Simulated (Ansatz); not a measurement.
# BFH2···SiH4: what the fields show

Input

```
crystal:
  periodic: [false, false, false]
  atoms:
    - { symbol: B, position_ang: [-0.011699, 0.406724, 0.026273] }
    - { symbol: F, position_ang: [0.008856, 1.02184, 1.198778] }
    - { symbol: H, position_ang: [1.024354, 0.251144, -0.547426] }
    - { symbol: H, position_ang: [-1.066672, 0.171984, -0.478145] }
    - { symbol: Si, position_ang: [0.106047, -2.578052, 1.040901] }
    - { symbol: H, position_ang: [-0.692185, -3.029524, -0.120395] }
    - { symbol: H, position_ang: [1.518616, -2.966811, 0.857969] }
    - { symbol: H, position_ang: [-0.44129, -3.146983, 2.295824] }
    - { symbol: H, position_ang: [0.038272, -1.114723, 1.183622] }
basis:
  gaussian: { orbitals: def2-TZVP }
hamiltonian:
  xc: b3lyp
  dispersion: d4
relax:
  f_tol: 0.03
  max_steps: 50
output:
  orbitals: {}
```

Launched as:

```sh
ansatz run input.yaml --threads 4 --pin off --max-ram 5120MiB --backend cpu --events-out ev --progress --plain --runs-dir out
```

The fields are those of the run's last geometry, not of the input's.

All numbers below come from Ansatz 0.2.0, RKS B3LYP-D4/def2-TZVP.

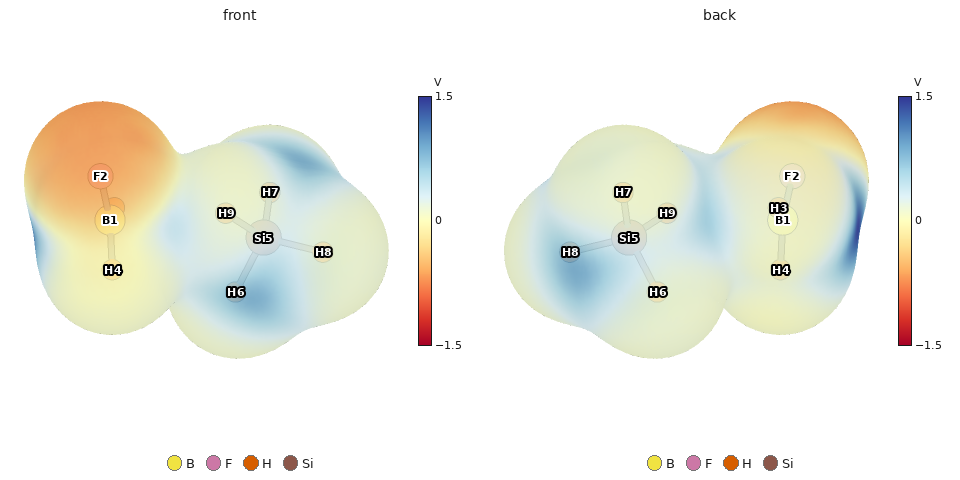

Figure 1. The molecular electrostatic potential painted on the density surface at 0.001 e/bohr³, seen from the front and from behind; red is negative and blue positive.

Where is the surface potential most negative and most positive?

The most negative region (about −0.7 V, or −16 kcal/mol for a unit charge) lies over F2, the most positive (about +1.3 V, or +30 kcal/mol for a unit charge) over B1.

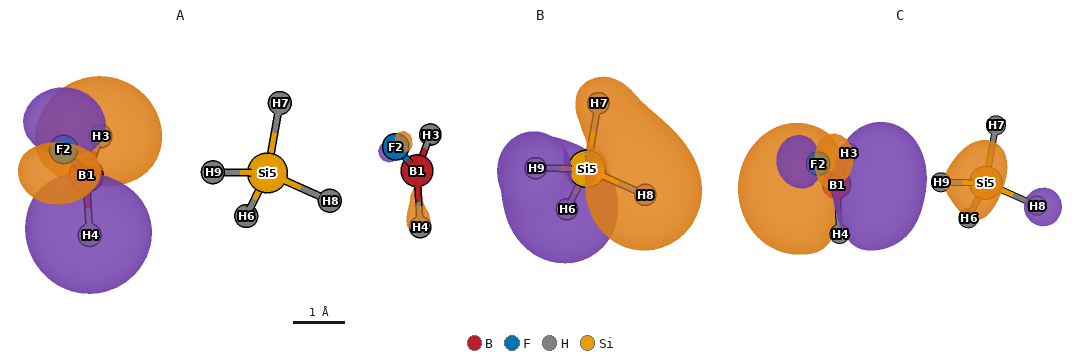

Figure 2. Three frontier orbitals at ±0.08 Å⁻³ᐟ² (orange and purple are the two phases), in no order.

Order the three orbitals by energy and name them.

B is the HOMO−1 (−9.84 eV). By Hirshfeld shares it lies mainly on Si5 (about 45 %), H8 (about 25 %) and H6 (about 20 %). A is the HOMO (−9.10 eV). By Hirshfeld shares it lies mainly on B1 (about 30 %), F2 (about 25 %), H4 (about 20 %) and H3 (about 20 %). C is the LUMO (−1.33 eV). It lies mainly on B1 (about 60 %), F2 (about 10 %), H3 (about 10 %), H4 (about 10 %) and Si5 (about 5 %).

What is the HOMO–LUMO gap?

7.77 eV between the orbital energies.

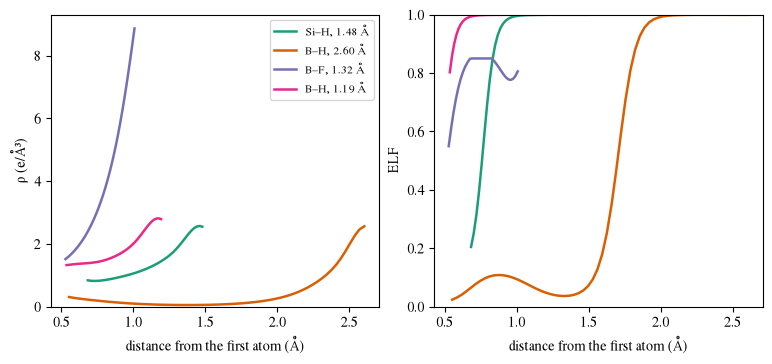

Figure 3. Electron density and electron localisation function along straight lines between neighbouring atoms. The curves leave out the atomic cores.

What can be read from the curves?

Si–H (1.48 Å): the density is about 0.82 e/Å³ at the midpoint; the ELF climbs to about 1 towards the hydrogen, as it does in any bond to H.
B1···H9 (2.60 Å): the density falls to about 0.05 e/Å³ on the way; the ELF climbs to about 1 towards the hydrogen.
B–F (1.32 Å): the density is about 2.2 e/Å³ at the midpoint; the ELF peaks at about 0.85 between the atoms: a polar covalent bond.
B–H (1.19 Å): ρ is about 1.4 e/Å³ halfway; the ELF climbs to about 1 towards the hydrogen (an ordinary covalent bond to hydrogen).

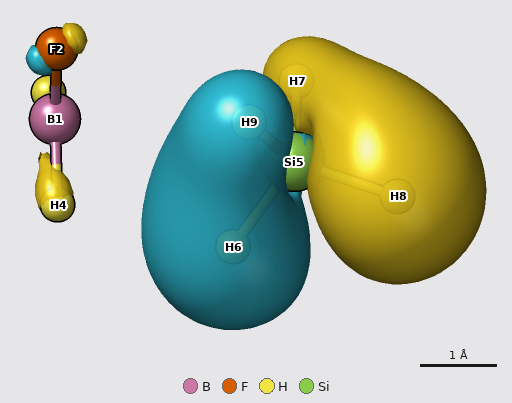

Figure 4. The HOMO−1 at ±0.08 Å⁻³ᐟ² (yellow and cyan are the two phases), seen at a tilt.

Describe this orbital and give its energy.

Its weight (Hirshfeld) is mainly on Si5 (about 45 %), H8 (about 25 %) and H6 (about 20 %). Its energy is −9.84 eV.
